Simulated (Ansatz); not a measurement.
# AlCo3: further runs on the relaxed cell

Aim: for AlCo3, measure the bulk modulus from energies at several volumes.

Computed with Ansatz 0.2.0 (DFT PBEsol, scalar-relativistic, plane waves, PAW, unless a step's input says otherwise).

## Step 1: Starting point

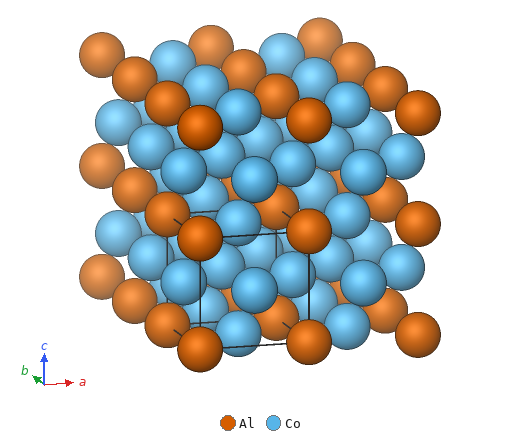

The starting structure, seen slightly off an axis (aluminium orange, cobalt blue). 2×3×2 cells are drawn. Atoms on the faces are drawn again on the opposite ones.

As a file:

```
Al Co
1.0
     3.52932    0.00000    0.00000
     0.00000    3.52932    0.00000
     0.00000    0.00000    3.52932
Al Co
1 3
Direct
  0.00000 0.00000 0.00000
  0.50000 0.50000 0.00000
  0.50000 0.00000 0.50000
  0.00000 0.50000 0.50000
```

It goes back to an entry of the Materials Project, which need not be the stable form.

This cell was relaxed beforehand with the same method: volume 10.99 Å³/atom, gap on the mesh none (metal), site moments up to 1.3 μB.

## Step 2: Volume × 0.97

File input.yaml:

```yaml
crystal:
  lattice:
    - [3.4936658956, 0.0, 0.0]
    - [0.0, 3.4936658956, 0.0]
    - [0.0, 0.0, 3.4936658956]
  atoms:
    - { symbol: Al, position: [0.0, 0.0, 0.0] }
    - { symbol: Co, position: [0.5, 0.5, 0.0], spin: 1.45 }
    - { symbol: Co, position: [0.5, 0.0, 0.5], spin: 1.45 }
    - { symbol: Co, position: [0.0, 0.5, 0.5], spin: 1.45 }
basis:
  ecutwfc: 420
kpoints:
  mp_grid: { grid: [12, 12, 12] }
hamiltonian:
  xc: pbesol
scf:
  occupations: { method: gaussian, width: 0.1 }
output:
  forces: true
  stress: true
  eigenvalues: true
  populations: true
magnetization:
  spin_polarized: true
```

On the command line:

```console
$ ansatz run input.yaml --threads 1 --pin off --max-ram 2560MiB --backend cpu --events-out ev --progress --plain --runs-dir out
```

Standard output, cut to the lines that bear on the results:

```text
Warning: RAYON_NUM_THREADS=1 ignored (pool sized by the plan → 1); use --threads N
[...]
Pseudopotentials: kind: paw
Pseudopotential: Al, paw, valence charge 3, recommended cutoff 420 eV (normal), Al.paw.azcp
Pseudopotential: Co, paw, valence charge 17, recommended cutoff 420 eV (normal), Co.paw.azcp
Functional definition: PBEsol
[...]
Crystal: 4 atoms, lattice volume = 42.643 Å³
Basis set: ecut = 420 eV, 847 PW (Γ), exchange–correlation on 48×48×48 points (8 copies of the dense FFT grid, shifted against one another)
Bands: 36, of which v1, the nominal top of the filled ones, is band 27 counted from 1 (26 counted from 0)
Symmetry: 48 space group operations
Space group: Pm-3m (ITA 221), of the structure as read, at distance tolerance 3.5e-5 Å
Magnetic group: BNS 221.92 (UNI 1594), of the structure as read, at distance tolerance 3.5e-5 Å
k-points: 84 of 1728
[...]
Starting moments: Σ|m| = 4.35 μB on 3 of 4 sites
[...]
SCF iter   1: F=—  HF=-15803.620369 eV  |F-HF|=—  |Δ(HF+E_count)|=         —  Δρ=1.06e-1 (↑1.06e-1 ↓5.36e-2)  dr2=5.92e0  dr2_m=3.90e-1  M=3.148 μB ∫|m|=3.318 μB  β_m=0.30  ethr=3.10e-3  ⟨swp⟩=5.7  Hψ=21863  notcnv=0  defer=45
[...]
spin=Collinear: Kerker preconditioning applied to the charge; magnetization (m = ρ↑ − ρ↓) channel mixes plain (no charge-response kernel on spin).
[...]
SCF iter  13: F=-15804.214321 eV  HF=-15804.214321 eV  |F-HF|=3.27e-8  |Δ(HF+E_count)|=   1.54e-8  Δρ=1.06e-5 (↑2.96e-6 ↓1.06e-5)  dr2=4.10e-8  dr2_m=8.62e-9  M=3.700 μB ∫|m|=3.981 μB  ethr=1.66e-10  ⟨swp⟩=7.1  Hψ=25111  notcnv=0
[...]
SCF converged after 13 iterations
Magnetization: 3.6998 μB (28.8499 up, 25.1501 down)
Absolute magnetization: 3.9806 μB (∫|ρ↑−ρ↓|, with the PAW one-centre terms)
Spin contamination: 0.0458 ħ² per cell (⟨S²⟩ above its minimum at these occupations)
Per-site moments (μB) at R_I (Å): [(-0.050399897992350354, 1.0190378739663097), (1.2747070761987973, 1.0190378739663097), (1.2747070761987973, 1.0190378739663097), (1.2747070761987966, 1.0190378739663097)]
Free energy (F): -15804.214321 eV
[...]
E sigma→0 (E₀):  -15804.197478 eV
Entropy (-TS):   -0.033687 eV (-8.422 meV/atom)
Fermi energy:    17.238376 eV
[...]
--- Forces (eV/Å), atoms counted from 1 ---
  atom   1  Al    -0.00000000    -0.00000000     0.00000000
  atom   2  Co     0.00000000    -0.00000000    -0.00000000
  atom   3  Co     0.00000000    -0.00000000    -0.00000000
  atom   4  Co     0.00000000    -0.00000000    -0.00000000
[...]
--- Stress (GPa, compression-positive) ---
        6.612524       0.000000       0.000000
       -0.000000       6.612524      -0.000000
        0.000000      -0.000000       6.612524
  P = ⅓ Tr σ = 6.6125 GPa (66.125 kbar)
--- Band table (eV; the first three rows and the last of 168) ---
[...]
--- Löwdin populations: 4 sites ---
  site symbol       q [e]    m [muB]
     0     Al      3.5546    -0.1026
     1     Co     16.6318     1.2802
     2     Co     16.6318     1.2802
     3     Co     16.6318     1.2802
  spilling = 0.010183 (of n_electrons = 54.000000)
```

It took 27 s on 1 thread of Intel Xeon Platinum 8488C (Sapphire Rapids), shared host; peak memory 0.53 GiB.

Site by site:

```
atom  moment in the atom's sphere (μB)  Löwdin electrons
 Al1                             -0.05              3.55
 Co2                              1.27             16.63
 Co3                              1.27             16.63
 Co4                              1.27             16.63
```

The Löwdin counts miss 0.55 of the 54 electrons, which the atomic orbitals do not span, so they are no charges.

## Step 3: Volume × 1.03

input.yaml: that of step 2 with these lines changed.

```diff
@@ -2,5 +2,5 @@
   lattice:
-    - [3.4936658956, 0.0, 0.0]
-    - [0.0, 3.4936658956, 0.0]
-    - [0.0, 0.0, 3.4936658956]
+    - [3.5642640254, 0.0, 0.0]
+    - [0.0, 3.5642640254, 0.0]
+    - [0.0, 0.0, 3.5642640254]
   atoms:
@@ -23,2 +23,6 @@
   populations: true
+  write_density: true
+  write_potential: true
+  elf: true
+  volumetric_format: npy
 magnetization:
```

On the command line:

```console
$ ansatz run input.yaml --threads 1 --pin off --max-ram 2560MiB --backend cpu --events-out ev --progress --plain --runs-dir out
```

Standard output, cut to the lines that bear on the results:

```text
Warning: RAYON_NUM_THREADS=1 ignored (pool sized by the plan → 1); use --threads N
[...]
[... 4 set-up lines as earlier in the session ...]
[...]
Crystal: 4 atoms, lattice volume = 45.280 Å³
Basis set: ecut = 420 eV, 895 PW (Γ), exchange–correlation on 48×48×48 points (8 copies of the dense FFT grid, shifted against one another)
Bands: 36, of which v1, the nominal top of the filled ones, is band 27 counted from 1 (26 counted from 0)
[... 1 set-up line as earlier in the session ...]
Space group: Pm-3m (ITA 221), of the structure as read, at distance tolerance 3.6e-5 Å
Magnetic group: BNS 221.92 (UNI 1594), of the structure as read, at distance tolerance 3.6e-5 Å
k-points: 84 of 1728
[...]
Starting moments: Σ|m| = 4.35 μB on 3 of 4 sites
[...]
Free energy (F): -15804.216584 eV
[...]
E sigma→0 (E₀):  -15804.200405 eV
Entropy (-TS):   -0.032359 eV (-8.090 meV/atom)
Fermi energy:    16.069938 eV
[...]
--- Forces (eV/Å), atoms counted from 1 ---
  atom   1  Al    -0.00000000     0.00000000    -0.00000000
  atom   2  Co    -0.00000000     0.00000000     0.00000000
  atom   3  Co     0.00000000    -0.00000000     0.00000000
  atom   4  Co     0.00000000    -0.00000000     0.00000000
[...]
--- Stress (GPa, compression-positive) ---
       -5.792270       0.000000       0.000000
       -0.000000      -5.792270      -0.000000
        0.000000       0.000000      -5.792270
  P = ⅓ Tr σ = -5.7923 GPa (-57.923 kbar)
--- Band table (eV; the first three rows and the last of 168) ---
[...]
--- Löwdin populations: 4 sites ---
  site symbol       q [e]    m [muB]
     0     Al      3.5873    -0.1197
     1     Co     16.6178     1.3437
     2     Co     16.6178     1.3437
     3     Co     16.6178     1.3437
  spilling = 0.010358 (of n_electrons = 54.000000)
```

Wall time 20 s (1 thread of Intel Xeon Platinum 8488C (Sapphire Rapids), shared host); peak memory 0.54 GiB.

By site:

```
atom  moment in the atom's sphere (μB)  Löwdin electrons
 Al1                             -0.06              3.59
 Co2                              1.34             16.62
 Co3                              1.34             16.62
 Co4                              1.34             16.62
```

The Löwdin counts miss 0.56 of the 54 electrons, which the atomic orbitals do not span, so they are no charges.

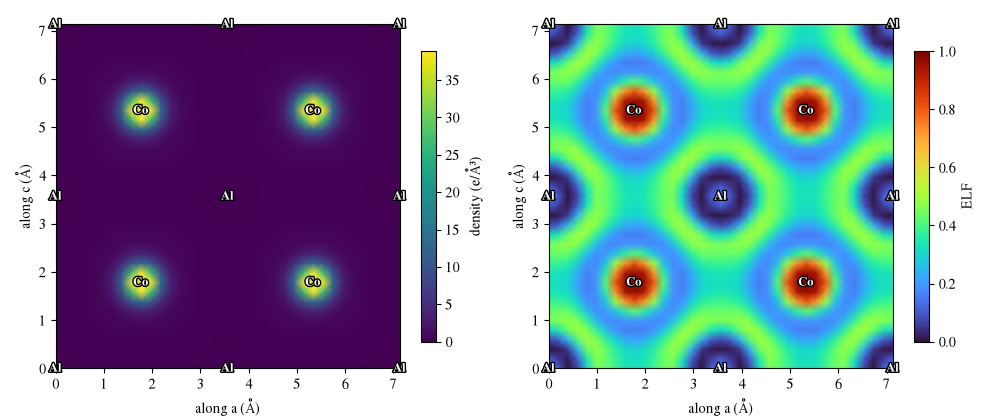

Density (left) and ELF (right) in a lattice plane of the grid's cell (edges 3.56 and 3.56 Å, at 0.000 of the third edge), which holds Al and Co. Only atoms in the plane are labelled; the density scale stops at 38.84 e/Å³. Both are smooth fields of the valence electrons: close to the nuclei they are not physical.

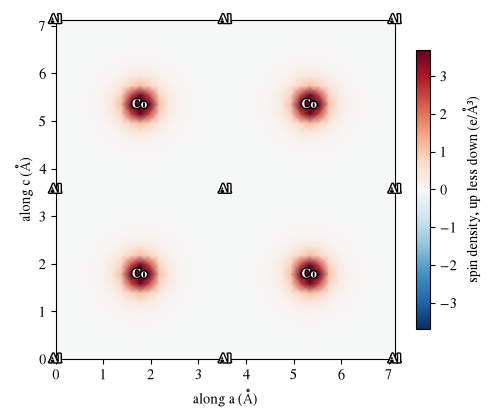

Spin density in a lattice plane of the grid's cell (edges 3.56 and 3.56 Å, at 0.000 of the third edge), which holds Al and Co.

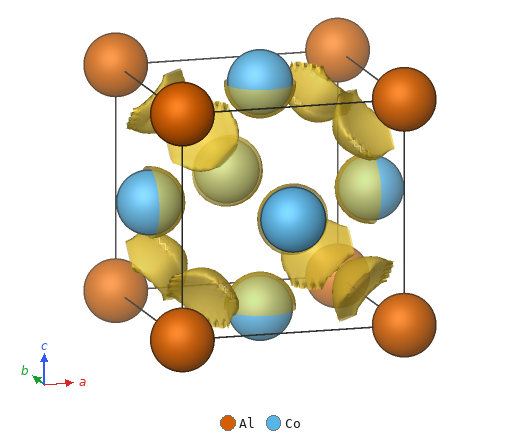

Surface of ELF = 0.49, drawn in one cell.

The highest ELF values outside the cores: 0.55 beside Al, off the lines to its neighbours, 1.0 Å from Al.

## Step 4: Volume × 0.94

input.yaml: that of step 3 with these lines changed.

```diff
@@ -2,5 +2,5 @@
   lattice:
-    - [3.5642640254, 0.0, 0.0]
-    - [0.0, 3.5642640254, 0.0]
-    - [0.0, 0.0, 3.5642640254]
+    - [3.4572708959, 0.0, 0.0]
+    - [0.0, 3.4572708959, 0.0]
+    - [0.0, 0.0, 3.4572708959]
   atoms:
@@ -23,6 +23,2 @@
   populations: true
-  write_density: true
-  write_potential: true
-  elf: true
-  volumetric_format: npy
 magnetization:
```

On the command line:

```console
$ ansatz run input.yaml --threads 1 --pin off --max-ram 2560MiB --backend cpu --events-out ev --progress --plain --runs-dir out
```

Standard output, cut to the lines that bear on the results:

```text
Warning: RAYON_NUM_THREADS=1 ignored (pool sized by the plan → 1); use --threads N
[...]
[... 4 set-up lines as earlier in the session ...]
[...]
Crystal: 4 atoms, lattice volume = 41.324 Å³
Basis set: ecut = 420 eV, 799 PW (Γ), exchange–correlation on 48×48×48 points (8 copies of the dense FFT grid, shifted against one another)
Bands: 36, of which v1, the nominal top of the filled ones, is band 27 counted from 1 (26 counted from 0)
[... 2 set-up lines as earlier in the session ...]
Magnetic group: BNS 221.92 (UNI 1594), of the structure as read, at distance tolerance 3.5e-5 Å
k-points: 84 of 1728
[...]
Starting moments: Σ|m| = 4.35 μB on 3 of 4 sites
[...]
Free energy (F): -15804.143197 eV
[...]
E sigma→0 (E₀):  -15804.130333 eV
Entropy (-TS):   -0.025728 eV (-6.432 meV/atom)
Fermi energy:    17.729613 eV
[...]
--- Forces (eV/Å), atoms counted from 1 ---
  atom   1  Al     0.00000000     0.00000000     0.00000000
  atom   2  Co     0.00000000    -0.00000000     0.00000000
  atom   3  Co     0.00000000    -0.00000000     0.00000000
  atom   4  Co     0.00000000     0.00000000     0.00000000
[...]
--- Stress (GPa, compression-positive) ---
        8.806638       0.000000       0.000000
       -0.000000       8.806638       0.000000
        0.000000       0.000000       8.806638
  P = ⅓ Tr σ = 8.8066 GPa (88.066 kbar)
--- Band table (eV; the first three rows and the last of 168) ---
[...]
--- Löwdin populations: 4 sites ---
  site symbol       q [e]    m [muB]
     0     Al      3.4921    -0.0217
     1     Co     16.6582     0.5646
     2     Co     16.6582     0.5646
     3     Co     16.6582     0.5646
  spilling = 0.009874 (of n_electrons = 54.000000)
```

It took 2 min on 1 thread of Intel Xeon Platinum 8488C (Sapphire Rapids), shared host; peak memory 1 GiB.

Per atom:

```
atom  moment in the atom's sphere (μB)  Löwdin electrons
 Al1                             -0.02              3.49
 Co2                              0.56             16.66
 Co3                              0.56             16.66
 Co4                              0.56             16.66
```

The Löwdin counts miss 0.53 of the 54 electrons, which the atomic orbitals do not span, so they are no charges.

## Step 5: Point at V/V0 = 1.06

input.yaml: that of step 4 with these lines changed.

```diff
@@ -2,5 +2,5 @@
   lattice:
-    - [3.4572708959, 0.0, 0.0]
-    - [0.0, 3.4572708959, 0.0]
-    - [0.0, 0.0, 3.4572708959]
+    - [3.5985378974, 0.0, 0.0]
+    - [0.0, 3.5985378974, 0.0]
+    - [0.0, 0.0, 3.5985378974]
   atoms:
```

On the command line:

```console
$ ansatz run input.yaml --threads 1 --pin off --max-ram 2560MiB --backend cpu --events-out ev --progress --plain --runs-dir out
```

Standard output, cut to the lines that bear on the results:

```text
[...]
SCF converged after 13 iterations
Magnetization: 3.8971 μB (28.9485 up, 25.0515 down)
Absolute magnetization: 4.2631 μB (∫|ρ↑−ρ↓|, with the PAW one-centre terms)
Spin contamination: 0.0597 ħ² per cell (⟨S²⟩ above its minimum at these occupations)
Per-site moments (μB) at R_I (Å): [(-0.061262668530747584, 1.0496271017134324), (1.3561422468577407, 1.0496271017134324), (1.3561422468577413, 1.0496271017134324), (1.3561422468577422, 1.0496271017134324)]
Free energy (F): -15804.147948 eV
[...]
E sigma→0 (E₀):  -15804.131316 eV
Entropy (-TS):   -0.033265 eV (-8.316 meV/atom)
Fermi energy:    15.532946 eV
[...]
--- Forces (eV/Å), atoms counted from 1 ---
  atom   1  Al    -0.00000000    -0.00000000    -0.00000000
  atom   2  Co    -0.00000000    -0.00000000     0.00000000
  atom   3  Co    -0.00000000    -0.00000000    -0.00000000
  atom   4  Co     0.00000000     0.00000000    -0.00000000
[...]
--- Stress (GPa, compression-positive) ---
      -10.743259       0.000000       0.000000
       -0.000000     -10.743259      -0.000000
        0.000000       0.000000     -10.743259
  P = ⅓ Tr σ = -10.7433 GPa (-107.433 kbar)
--- Band table (eV; the first three rows and the last of 168) ---
[...]
--- Löwdin populations: 4 sites ---
  site symbol       q [e]    m [muB]
     0     Al      3.5993    -0.1297
     1     Co     16.6126     1.3591
     2     Co     16.6126     1.3591
     3     Co     16.6126     1.3591
  spilling = 0.010425 (of n_electrons = 54.000000)
```

Wall time 22 s (1 thread of Intel Xeon Platinum 8488C (Sapphire Rapids), shared host); peak memory 0.54 GiB.

## Step 6: The cell scaled to 0.91 of its volume

input.yaml: that of step 5 with these lines changed.

```diff
@@ -2,5 +2,5 @@
   lattice:
-    - [3.5985378974, 0.0, 0.0]
-    - [0.0, 3.5985378974, 0.0]
-    - [0.0, 0.0, 3.5985378974]
+    - [3.4200930586, 0.0, 0.0]
+    - [0.0, 3.4200930586, 0.0]
+    - [0.0, 0.0, 3.4200930586]
   atoms:
```

On the command line:

```console
$ ansatz run input.yaml --threads 1 --pin off --max-ram 2560MiB --backend cpu --events-out ev --progress --plain --runs-dir out
```

Standard output, cut to the lines that bear on the results:

```text
[...]
SCF converged after 18 iterations
Magnetization: 1.4400 μB (27.7200 up, 26.2800 down)
Absolute magnetization: 1.4999 μB (∫|ρ↑−ρ↓|, with the PAW one-centre terms)
Spin contamination: 0.0103 ħ² per cell (⟨S²⟩ above its minimum at these occupations)
Per-site moments (μB) at R_I (Å): [(-0.013113319237557835, 0.997578035035354), (0.4848556541624202, 0.997578035035354), (0.4848556541624202, 0.997578035035354), (0.4848556541624203, 0.997578035035354)]
Free energy (F): -15804.035579 eV
[...]
E sigma→0 (E₀):  -15804.024033 eV
Entropy (-TS):   -0.023092 eV (-5.773 meV/atom)
Fermi energy:    18.422047 eV
[...]
--- Forces (eV/Å), atoms counted from 1 ---
  atom   1  Al    -0.00000000    -0.00000000     0.00000000
  atom   2  Co     0.00000000    -0.00000000     0.00000000
  atom   3  Co    -0.00000000    -0.00000000     0.00000000
  atom   4  Co     0.00000000     0.00000000     0.00000000
[...]
--- Stress (GPa, compression-positive) ---
       17.648153       0.000000       0.000000
        0.000000      17.648153       0.000000
        0.000000       0.000000      17.648153
  P = ⅓ Tr σ = 17.6482 GPa (176.482 kbar)
--- Band table (eV; the first three rows and the last of 168) ---
[...]
--- Löwdin populations: 4 sites ---
  site symbol       q [e]    m [muB]
     0     Al      3.4739    -0.0119
     1     Co     16.6659     0.4848
     2     Co     16.6659     0.4848
     3     Co     16.6659     0.4848
  spilling = 0.009785 (of n_electrons = 54.000000)
```

Run time: 56 s. Hardware: 1 thread of Intel Xeon Platinum 8488C (Sapphire Rapids), shared host; peak memory 1 GiB.

## Step 7: The cell scaled to 1.10 of its volume

input.yaml: that of step 6 with these lines changed.

```diff
@@ -2,5 +2,5 @@
   lattice:
-    - [3.4200930586, 0.0, 0.0]
-    - [0.0, 3.4200930586, 0.0]
-    - [0.0, 0.0, 3.4200930586]
+    - [3.6432448029, 0.0, 0.0]
+    - [0.0, 3.6432448029, 0.0]
+    - [0.0, 0.0, 3.6432448029]
   atoms:
```

On the command line:

```console
$ ansatz run input.yaml --threads 1 --pin off --max-ram 2560MiB --backend cpu --events-out ev --progress --plain --runs-dir out
```

Standard output, cut to the lines that bear on the results:

```text
Warning: RAYON_NUM_THREADS=1 ignored (pool sized by the plan → 1); use --threads N
[...]
[... 4 set-up lines as earlier in the session ...]
[...]
Crystal: 4 atoms, lattice volume = 48.358 Å³
Basis set: ecut = 420 eV, 949 PW (Γ), exchange–correlation on 50×50×50 points (8 copies of the dense FFT grid, shifted against one another)
Bands: 36, of which v1, the nominal top of the filled ones, is band 27 counted from 1 (26 counted from 0)
[... 2 set-up lines as earlier in the session ...]
Magnetic group: BNS 221.92 (UNI 1594), of the structure as read, at distance tolerance 3.6e-5 Å
k-points: 84 of 1728
[...]
Starting moments: Σ|m| = 4.35 μB on 3 of 4 sites
[...]
Free energy (F): -15803.999150 eV
[...]
E sigma→0 (E₀):  -15803.981401 eV
Entropy (-TS):   -0.035498 eV (-8.875 meV/atom)
Fermi energy:    14.861699 eV
[...]
--- Forces (eV/Å), atoms counted from 1 ---
  atom   1  Al    -0.00000000     0.00000000     0.00000000
  atom   2  Co     0.00000000     0.00000000     0.00000000
  atom   3  Co     0.00000000    -0.00000000    -0.00000000
  atom   4  Co     0.00000000    -0.00000000    -0.00000000
[...]
--- Stress (GPa, compression-positive) ---
      -16.158690       0.000000       0.000000
        0.000000     -16.158690       0.000000
        0.000000       0.000000     -16.158690
  P = ⅓ Tr σ = -16.1587 GPa (-161.587 kbar)
--- Band table (eV; the first three rows and the last of 168) ---
[...]
--- Löwdin populations: 4 sites ---
  site symbol       q [e]    m [muB]
     0     Al      3.6151    -0.1417
     1     Co     16.6058     1.3806
     2     Co     16.6058     1.3806
     3     Co     16.6058     1.3806
  spilling = 0.010509 (of n_electrons = 54.000000)
```

Run time: 27 s. Hardware: 1 thread of Intel Xeon Platinum 8488C (Sapphire Rapids), shared host; peak memory 0.55 GiB.

Per atom:

```
atom  moment in the atom's sphere (μB)  Löwdin electrons
 Al1                             -0.07              3.62
 Co2                              1.38             16.61
 Co3                              1.38             16.61
 Co4                              1.38             16.61
```

The Löwdin counts miss 0.57 of the 54 electrons, which the atomic orbitals do not span, so they are no charges.

## Step 8: Point at V/V0 = 0.88

input.yaml: that of step 7 with these lines changed.

```diff
@@ -2,5 +2,5 @@
   lattice:
-    - [3.6432448029, 0.0, 0.0]
-    - [0.0, 3.6432448029, 0.0]
-    - [0.0, 0.0, 3.6432448029]
+    - [3.382088879, 0.0, 0.0]
+    - [0.0, 3.382088879, 0.0]
+    - [0.0, 0.0, 3.382088879]
   atoms:
```

On the command line:

```console
$ ansatz run input.yaml --threads 1 --pin off --max-ram 2560MiB --backend cpu --events-out ev --progress --plain --runs-dir out
```

Standard output, cut to the lines that bear on the results:

```text
[...]
at 1 of the mixer's solves, the last at iteration 4, it left a direction of its history that read negative out of its fit and stepped the other way along it
SCF converged after 13 iterations
Magnetization: 1.2759 μB (27.6380 up, 26.3620 down)
Absolute magnetization: 1.3220 μB (∫|ρ↑−ρ↓|, with the PAW one-centre terms)
Spin contamination: 0.0086 ħ² per cell (⟨S²⟩ above its minimum at these occupations)
Per-site moments (μB) at R_I (Å): [(-0.010368043176834043, 0.98649291712806), (0.42777832818937395, 0.98649291712806), (0.42777832818937445, 0.98649291712806), (0.4277783281893742, 0.98649291712806)]
Free energy (F): -15803.847714 eV
[...]
E sigma→0 (E₀):  -15803.836206 eV
Entropy (-TS):   -0.023016 eV (-5.754 meV/atom)
Fermi energy:    19.165635 eV
[...]
--- Forces (eV/Å), atoms counted from 1 ---
  atom   1  Al    -0.00000000    -0.00000000    -0.00000000
  atom   2  Co     0.00000000    -0.00000000    -0.00000000
  atom   3  Co     0.00000000    -0.00000000    -0.00000000
  atom   4  Co     0.00000000     0.00000000    -0.00000000
[...]
--- Stress (GPa, compression-positive) ---
       28.320923       0.000000      -0.000000
       -0.000000      28.320923       0.000000
        0.000000       0.000000      28.320923
  P = ⅓ Tr σ = 28.3209 GPa (283.209 kbar)
--- Band table (eV; the first three rows and the last of 168) ---
[...]
--- Löwdin populations: 4 sites ---
  site symbol       q [e]    m [muB]
     0     Al      3.4555    -0.0056
     1     Co     16.6736     0.4276
     2     Co     16.6736     0.4276
     3     Co     16.6736     0.4276
  spilling = 0.009698 (of n_electrons = 54.000000)
```

It took 21 s on 1 thread of Intel Xeon Platinum 8488C (Sapphire Rapids), shared host; peak memory 0.52 GiB.

## Step 9: Fit of the equation of state

```
volume (Å³/atom)  energy above the lowest point (meV/atom)  pressure (GPa)  gap on the mesh (eV)  largest moment (μB)
           9.672                                      97.2           28.32                  0.00                 0.43
          10.001                                      50.2           17.65                  0.00                 0.48
          10.331                                      23.6            8.81                  0.00                 0.56
          10.661                                       6.8            6.61                  0.00                 1.27
          10.990                                       0.0            0.00                  0.00                 1.32
          11.320                                       6.1           -5.79                  0.00                 1.34
          11.650                                      23.4          -10.74                  0.00                 1.36
          12.089                                      60.9          -16.16                  0.00                 1.38
```

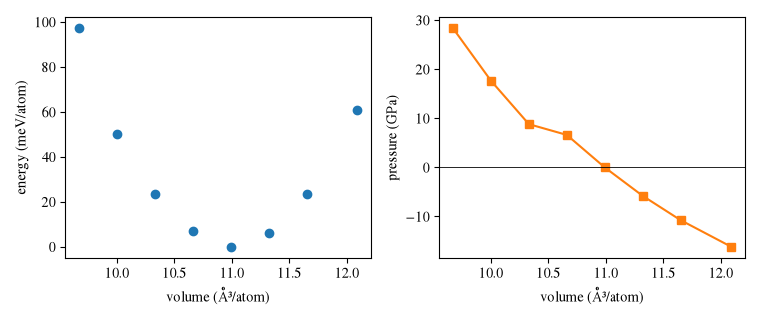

Energy and pressure against volume.

## Step 10: What came out

| quantity | value |
| --- | --- |
| equation of state | no sound fit |

The points do not lie on one smooth curve (fit error 1.13 meV/atom, B' = 1.5), which a change of structure or of magnetic state along the way can cause; no modulus is quoted.
